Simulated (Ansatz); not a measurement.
One crystal and one scan (scan of one atom of the cell) at two levels, PBE (plane waves to 420 eV, PAW, scalar-relativistic; Ansatz, a quantum-chemistry and plane-wave program) and r2SCAN (plane waves to 500 eV, PAW, scalar-relativistic; Ansatz), each from its own relaxed cell and on its own mesh. The cell shown is that of PBE.

Starting cell, InAs (zinc blende):

```yaml
crystal:
  lattice:
    - [0.00000, 6.18632, 6.18632]
    - [3.09316, 0.00000, 3.09316]
    - [3.09316, 3.09316, 0.00000]
  atoms:
    - { symbol: As, position: [0.37500, 0.75000, 0.75000] }
    - { symbol: As, position: [0.87500, 0.75000, 0.75000] }
    - { symbol: In, position: [0.00000, 0.00000, 0.00000] }
    - { symbol: In, position: [0.50000, 0.00000, 0.00000] }
```

In this cell atom 4 (In, nearest neighbour As at 2.679 Å; its periodic images, 4.4 Å or more away, move with it) is moved by s along Cartesian [111], unit vector (0.577, 0.577, 0.577); all other atoms and the cell stay fixed.

The energy includes the smearing's −TS. InAs was relaxed with its symmetry unable to fall. With partly filled bands, energies and forces of such displacements shift with the k mesh and the smearing. Percentages come from the unrounded values.

```json
[
 {"quantity": "Lattice constant a (Å)", "PBE": "6.186", "r2SCAN": "6.109", "PBE − r2SCAN": "+0.077 (+1.3 %)"},
 {"quantity": "Force constant k = d²E/ds² at s = 0 (finite differences) (eV/Å²)", "PBE": "6.60", "r2SCAN": "7.38", "PBE − r2SCAN": "-0.78 (-11 %)"}
]
```

PBE gives the higher value for: lattice constant a. PBE gives the lower value for: force constant k = d²E/ds² at s = 0. (PBE) At this level the bands of InAs touch or barely overlap; measurements give the solid a gap. Both give the same shape of the curve: a single well with its minimum at or next to zero displacement.

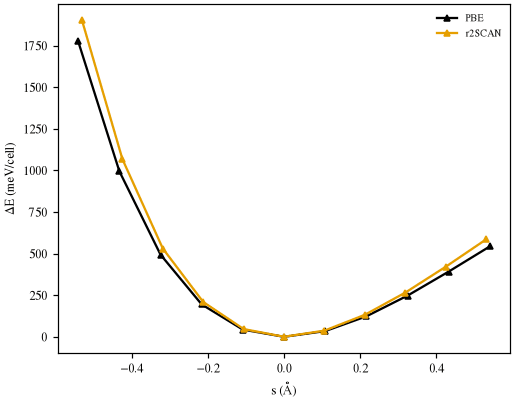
ΔE, each from the undisplaced structure of its own level.

(A displaced cell: forces are minus the slopes of the energy, force constants its curvatures, and phonons follow from these.)
